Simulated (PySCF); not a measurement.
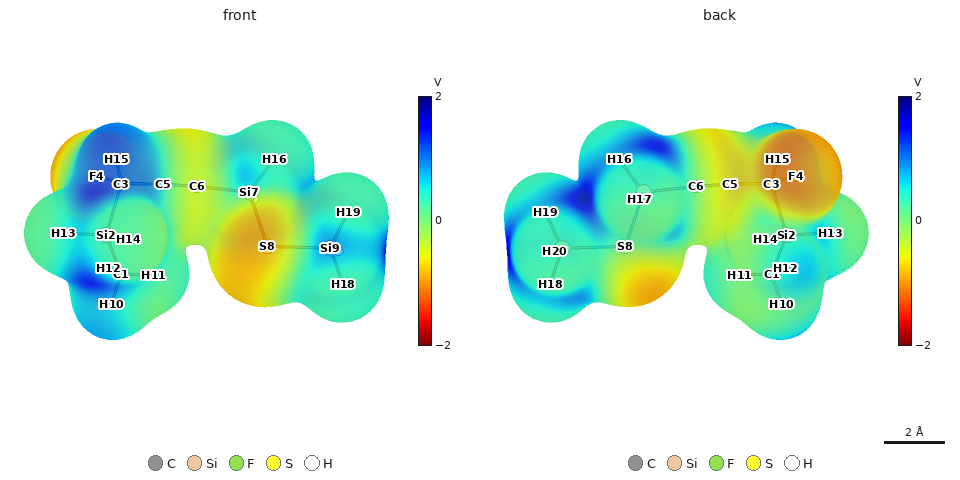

C$_{4}$H$_{11}$FSSi$_{3}$ (SMILES C[SiH2][C@H](F)C#C[SiH2]S[SiH3]). The molecular electrostatic potential painted on the density surface at 0.002 e/bohr³, seen from the front and from behind; the colour scale runs from red (negative) to blue (positive).

Geometry: GFN2-xTB.

These are results of PySCF, PBE0/pcSseg-1, SCF density, gas phase, non-relativistic, not measurements.

```xyz
20

C    -2.6338   -1.3319   -0.0299
Si   -3.0575    0.3559    0.7082
C    -2.2607    1.6953   -0.4546
F    -2.9461    1.6818   -1.6702
C    -0.8669    1.4132   -0.6613
C     0.2857    1.1013   -0.8405
Si    2.0384    0.5882   -1.0089
S     2.3012   -0.8519    0.5909
Si    4.4046   -1.2247    0.5804
H    -3.1125   -2.1385    0.5172
H    -1.5593   -1.4999   -0.0038
H    -2.9535   -1.3975   -1.0674
H    -4.4955    0.6429    0.7027
H    -2.4697    0.5706    2.0327
H    -2.3846    2.7093   -0.0578
H     2.9573    1.7006   -0.7803
H     2.2876   -0.0967   -2.2738
H     4.5840   -2.1534    1.6805
H     5.0974    0.0420    0.7889
H     4.7788   -1.7959   -0.7089
```

Describe the electrostatic potential map.

The most negative region (about −1.1 V, or −25 kcal/mol for a unit charge) lies over F4, the most positive (about +1.6 V, or +37 kcal/mol for a unit charge) over Si7 and Si9.

What dipole moment does the calculation give?

Its dipole moment is 1.33 D.
